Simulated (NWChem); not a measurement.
# the pair BH2SClO···SiH3Cl, step by step

Aim: a single-point energy (singlet BSiH5SCl2O, HF/3-21G), then a single-point energy (singlet BH2SClO, HF/3-21G), then a single-point energy (singlet SiH3Cl, HF/3-21G), then a single-point energy (singlet BH2SClO, HF/3-21G), then a single-point energy (singlet SiH3Cl, HF/3-21G) of BCl2H5OSSi and its partners. 

Program for the calculation: NWChem 7.3.0.

## (1) The structure to begin with

BSiH5SCl2O has 11 atoms, charge 0, and is taken as a singlet. The two molecules were placed rigidly side by side, at 1.3 times their contact distance; the pair isn't optimised.

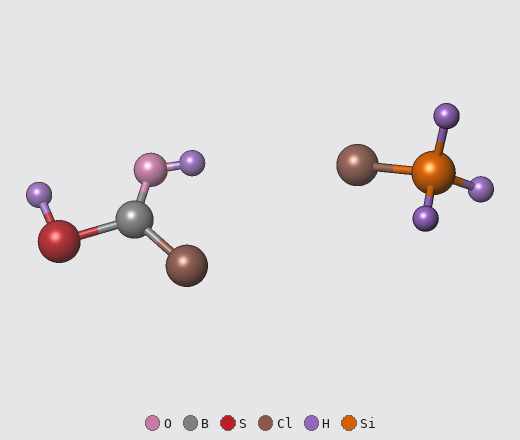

Viewed from a chosen angle; oxygen pink, boron grey, sulfur red, chlorine brown, hydrogen purple, silicon orange.

## (2) The energy at HF/3-21G (run 1)

geom.nw reads:

```
start geom
title "BCl2H5OSSi hf"
memory stack 880 mb heap 220 mb global 1100 mb

geometry units bohr noautosym nocenter noautoz
O      0.55690229     1.73603470    -1.17072313
B     -0.45221146    -0.39255281    -0.19883698
S      0.61605072    -1.67322020     2.76557639
Cl    -2.88693460    -2.02829974    -1.80774981
H     -0.18009090     2.21715897    -2.76092766
H      2.34628396     0.14091688     3.17262340
Si    -5.26849974     1.33233251   -12.51057276
Cl    -3.75227799     2.49986200    -9.13461483
H     -3.29430286     1.52240116   -14.48467516
H     -7.43389912     2.99136087   -13.13372885
H     -6.11900878    -1.31904773   -12.23359560
end

basis spherical bse
* library 3-21G
end

scf
thresh 1e-08
maxiter 80
noprint "final vectors analysis"
end

task scf energy
```

Launch:

```
$ nwchem geom.nw > geom.out
```

Output:

```text
[...]
  functions       =    80
[...]
  wavefunction    = RHF
[...]
         Total SCF energy =  -1699.579484451048
      One-electron energy =  -3174.379062772656
      Two-electron energy =   1061.619334020894
 Nuclear repulsion energy =    413.180244300714
        Time for solution =      3.8s
[...]
```

Run time: 4.8 s. Hardware: 1 thread of Intel Xeon Platinum 8488C (Sapphire Rapids), shared host; peak memory 0.097 GiB.

## (3) BH2SClO: the energy at HF/3-21G (run 2)

bclh2os.nw reads:

```
start bclh2os
title "BClH2OS energy"
memory stack 880 mb heap 220 mb global 1100 mb
charge 0

geometry units angstroms noautosym nocenter noautoz
   O        0.294700       0.918670      -0.619520
   B       -0.239300      -0.207730      -0.105220
   S        0.326000      -0.885430       1.463480
   Cl      -1.527700      -1.073330      -0.956620
   H       -0.095300       1.173270      -1.461020
   H        1.241600       0.074570       1.678880
end

basis spherical bse
   * library 3-21G
end

scf
   thresh 1e-08
   maxiter 80
   print low
end

task scf energy
```

Launch:

```
$ nwchem bclh2os.nw > bclh2os.out
```

Output:

```text
[...]
  functions       =    48
[...]
  wavefunction    = RHF
[...]
         Total SCF energy =   -953.125062975912
      One-electron energy =  -1686.578878089732
      Two-electron energy =    547.792966834383
 Nuclear repulsion energy =    185.660848279437
        Time for solution =      1.4s
 Task  times  cpu:        1.5s     wall:        1.5s
[...]
```

Wall time 2.1 s (1 thread of Intel Xeon Platinum 8488C (Sapphire Rapids), shared host); peak memory 0.094 GiB.

## (4) SiH3Cl: a single-point energy at HF/3-21G (run 3)

a.nw reads:

```
echo
start a
memory 2200 mb

geometry units angstroms noautosym nocenter noautoz
   Si    -2.787970     0.705040    -6.620310
   Cl    -1.985620     1.322870    -4.833830
   H     -1.743270     0.805620    -7.664960
   H     -3.933850     1.582960    -6.950070
   H     -3.238040    -0.698010    -6.473740
end

basis spherical bse
   Si library 3-21G
   Cl library 3-21G
   H library 3-21G
end

scf
   thresh 1e-08
   maxiter 80
   print low
end

task scf energy
```

Launch:

```
$ nwchem a.nw > a.out
```

Output:

```text
[...]
  functions       =    32
[...]
  wavefunction    = RHF
[...]
         Total SCF energy =   -746.452209461558
      One-electron energy =  -1205.301559494826
      Two-electron energy =    372.512256053398
 Nuclear repulsion energy =     86.337093979870
        Time for solution =      0.4s
 Task  times  cpu:        0.5s     wall:        0.5s
[...]
```

It took 1.1 s on 1 thread of Intel Xeon Platinum 8488C (Sapphire Rapids), shared host; peak memory 0.096 GiB.

## (5) BH2SClO among ghost functions: the energy at HF/3-21G (with ghost functions) (run 4)

bclh2os.nw reads:

```
START bclh2os
memory stack 880 mb heap 220 mb global 1100 mb

GEOMETRY units angstroms noautosym nocenter noautoz
 O      0.294700     0.918670    -0.619520
 B     -0.239300    -0.207730    -0.105220
 S      0.326000    -0.885430     1.463480
 Cl    -1.527700    -1.073330    -0.956620
 H     -0.095300     1.173270    -1.461020
 H      1.241600     0.074570     1.678880
 bqSi    -2.787970     0.705040    -6.620310
 bqCl    -1.985620     1.322870    -4.833830
 bqH     -1.743270     0.805620    -7.664960
 bqH     -3.933850     1.582960    -6.950070
 bqH     -3.238040    -0.698010    -6.473740
END

BASIS spherical bse
 O library 3-21G
 B library 3-21G
 S library 3-21G
 Cl library 3-21G
 H library 3-21G
 bqSi library Si 3-21G
 bqCl library Cl 3-21G
 bqH library H 3-21G
END

SCF
 thresh 1e-08
 maxiter 80
 print low
END

TASK scf
```

Launch:

```
$ nwchem bclh2os.nw > bclh2os.out
```

Output:

```text
[...]
  functions       =    80
[...]
  wavefunction    = RHF
[...]
         Total SCF energy =   -953.125148359332
      One-electron energy =  -1686.575241361727
      Two-electron energy =    547.789244722959
 Nuclear repulsion energy =    185.660848279437
        Time for solution =      3.5s
 Task  times  cpu:        3.6s     wall:        3.6s
[...]
```

It took 4.2 s on 1 thread of Intel Xeon Platinum 8488C (Sapphire Rapids), shared host; peak memory 0.097 GiB.

## (6) SiH3Cl among ghost functions: a single-point energy at HF/3-21G (with ghost functions) (run 5)

clh3si.nw reads:

```
start clh3si
title "ClH3Si hf"
memory stack 880 mb heap 220 mb global 1100 mb
charge 0

geometry units angstroms noautosym nocenter noautoz
 Si   -2.787970    0.705040   -6.620310
 Cl   -1.985620    1.322870   -4.833830
 H    -1.743270    0.805620   -7.664960
 H    -3.933850    1.582960   -6.950070
 H    -3.238040   -0.698010   -6.473740
 bqO      0.294700     0.918670    -0.619520
 bqB     -0.239300    -0.207730    -0.105220
 bqS      0.326000    -0.885430     1.463480
 bqCl    -1.527700    -1.073330    -0.956620
 bqH     -0.095300     1.173270    -1.461020
 bqH      1.241600     0.074570     1.678880
end

basis spherical bse
 Si library 3-21G
 Cl library 3-21G
 H library 3-21G
 bqO library O 3-21G
 bqB library B 3-21G
 bqS library S 3-21G
 bqCl library Cl 3-21G
 bqH library H 3-21G
end

scf
 thresh 1e-08
 maxiter 80
 noprint "final vectors analysis"
end

task scf
```

Launch:

```
$ nwchem clh3si.nw > clh3si.out
```

Output:

```text
[...]
  functions       =    80
[...]
  wavefunction    = RHF
[...]
         Total SCF energy =   -746.452325558724
      One-electron energy =  -1205.296975795549
      Two-electron energy =    372.507556256955
 Nuclear repulsion energy =     86.337093979870
        Time for solution =      2.2s
[...]
```

Run time: 2.9 s. Hardware: 1 thread of Intel Xeon Platinum 8488C (Sapphire Rapids), shared host; peak memory 0.097 GiB.

## (7) Results

| quantity | value |
| --- | --- |
| run 1, HF/3-21G: total energy | -1699.57948 Eh |
| run 1, HF/3-21G: dipole moment | 4.28 D |
| BH2SClO: total energy | -953.12506 Eh |
| SiH3Cl: total energy | -746.45221 Eh |
| BH2SClO among ghost functions: total energy | -953.12515 Eh |
| SiH3Cl among ghost functions: total energy | -746.45233 Eh |
| SiH3Cl among ghost functions: dipole moment | 2.79 D |
| interaction energy of the rigid parts BH2SClO and SiH3Cl (parts in their own basis; closest atoms 3.87 Å apart) | -0.060 eV |
| interaction energy of the rigid parts BH2SClO and SiH3Cl (parts in the whole basis, counterpoise; closest atoms 3.87 Å apart) | -0.055 eV |

**Reading.** The interaction energy of the rigid parts BH2SClO and SiH3Cl (parts in their own basis; closest atoms 3.87 Å apart) is −0.06 eV (−1.4 kcal/mol): the parts attract. Without counterpoise this holds the superposition error of the basis. The interaction energy of the rigid parts BH2SClO and SiH3Cl (parts in the whole basis, counterpoise; closest atoms 3.87 Å apart) is −0.05 eV (−5.3 kJ/mol): the parts attract. The basis-set superposition error is 0.5 kJ/mol.
